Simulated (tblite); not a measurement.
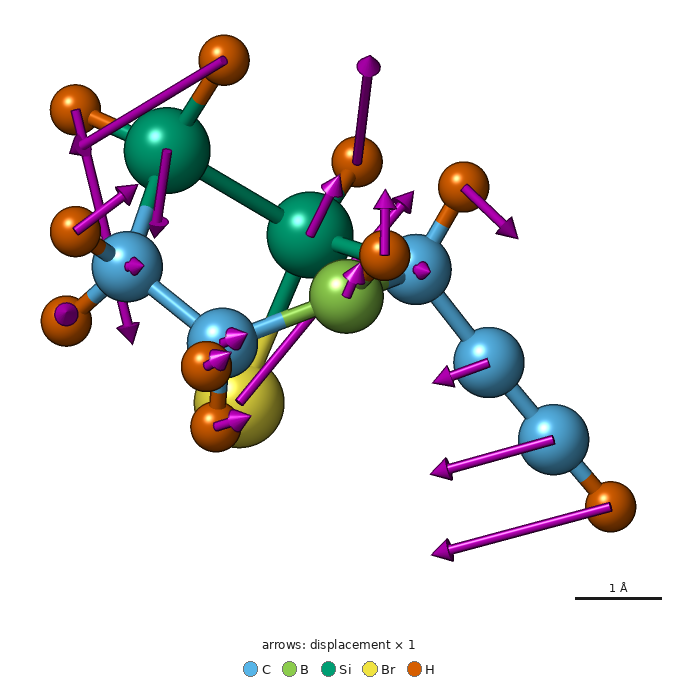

This is a relaxation of C5H10BBrSi2. The starting structure is drawn; purple arrows show the displacements, at their true length. The two geometries are superimposed by the best rigid fit.

The picture is a ball-and-stick view, seen from a free direction.

The calculation used GFN2-xTB geometry optimisation, gas phase (tblite). 

**Describe the change and its energy.**

After 176 geometry steps the energy has fallen by 89.1 kJ/mol. The atom that moves furthest after the best rigid fit is the Br atom (3.33 Å). Largest moves by element: Br 3.33 Å, H 2.87 Å, C 1.54 Å, Si 1.17 Å, B 0.48 Å. Some distances before and after: C–C 1.486 → 1.547 Å, Si–Si 2.259 → 2.318 Å, C–Si 1.894 → 1.946 Å, H–Si 1.430 → 1.468 Å. Among the angles between lasting bonds that change: Br–Si–H 113.4° → 100.9°, Si–Si–Br 106.8° → 115.4°, B–C–Si 108.2° → 99.7°. Groups turn about Si–Si by about 105°, C–Si by about 90°, C–Si by about 85°. Cost: 3.4 s on 1 thread of Intel(R) Xeon(R) Processor @ 2.70GHz, with other jobs on the host.
